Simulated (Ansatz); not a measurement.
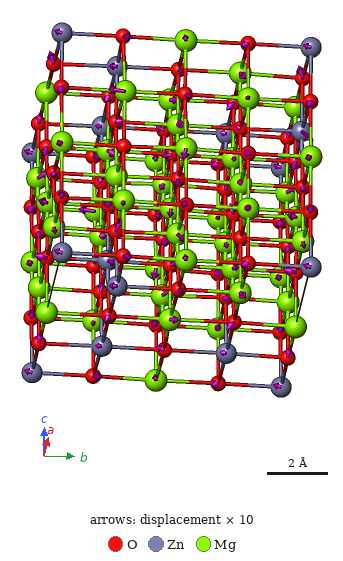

This is a relaxation of solid O32Zn6Mg26 (a generated structure, set up in P1). The starting structure is drawn; purple arrows show the displacements, 10 times their true length.

Style: ball-and-stick. Shown: the cell of the calculation, from a free direction.

All numbers below come from DFT, PBEsol, PAW, plane waves in Ansatz 0.2.0. Settings: plane-wave cutoff 420 eV; k-point mesh 1 × 1 × 1; mesh shifted by (0.25, 0.25, 0.25); no spin polarisation; cell relaxed at fixed shape; force threshold 0.03 eV/Å; at most 80 steps.

### Describe the change and its energy.

Over 5 geometry steps the energy falls by 0.454 eV per cell of the calculation. Largest force component: 0.84 eV/Å at the start, 0.0006 eV/Å at the end. Pressure: 0.42 GPa at the start and 0.00 GPa at the end. The atom that moves furthest is a Mg atom (0.064 Å along [−1 −3 1]). By element the largest moves are Mg 0.064 Å, Zn 0.058 Å, O 0.057 Å. The cell doesn't change. Among the contacts that change: Mg–O 2.032 → 2.117 Å, O–Zn 2.048 → 2.131 Å, Mg–O 2.166 → 2.089 Å, Mg–O 2.180 → 2.114 Å. Bond angles that change, for instance: O–Mg–O 87.4° → 91.3°, Mg–O–Mg 87.3° → 90.7°, O–Mg–O 87.9° → 91.3°. The space group stays P1 (No. 1). The run took 53 s on 7 threads of Arm Neoverse-V2, peak memory 1.6 GiB.
